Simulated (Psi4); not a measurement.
Approach curve of the dimer H4Ge ··· Cl2 (SMILES [GeH4] and ClCl), singlet. Monomers: optimised at B3LYP-D3(BJ) (def2-TZVP), held rigid. Orientation: lowest of the rigid-body minima from ten starts at GFN2-xTB. The monomers approach along the line of their centres of mass (distance R); nothing else relaxes.

Calculation: Psi4 with SAPT0/jun-cc-pVDZ, frozen core.

Components in kJ/mol:

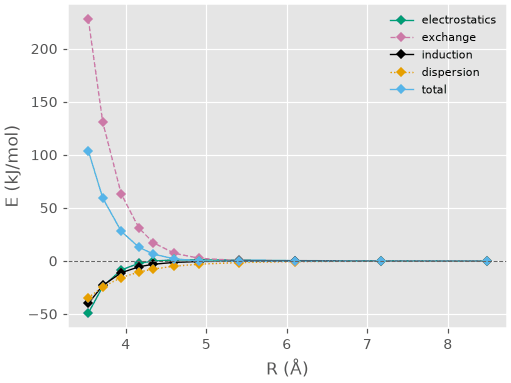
Figure: Components of the interaction energy.

```csv
R / Å,electrostatics,exchange,induction,dispersion,total
3.53,-49.21,228.07,-40.04,-34.81,104.00
3.71,-24.06,130.63,-23.04,-24.30,59.23
3.94,-8.44,62.98,-11.09,-15.59,27.86
4.16,-2.18,30.89,-5.46,-10.39,12.86
4.34,-0.03,17.10,-3.06,-7.57,6.44
4.60,1.03,7.18,-1.34,-4.89,1.98
4.91,1.11,2.50,-0.51,-3.01,0.10
5.40,0.73,0.46,-0.12,-1.49,-0.42
6.10,0.34,0.04,-0.02,-0.62,-0.26
7.17,0.11,0.00,0.00,-0.20,-0.10
8.48,0.03,0.00,0.00,-0.07,-0.03
```
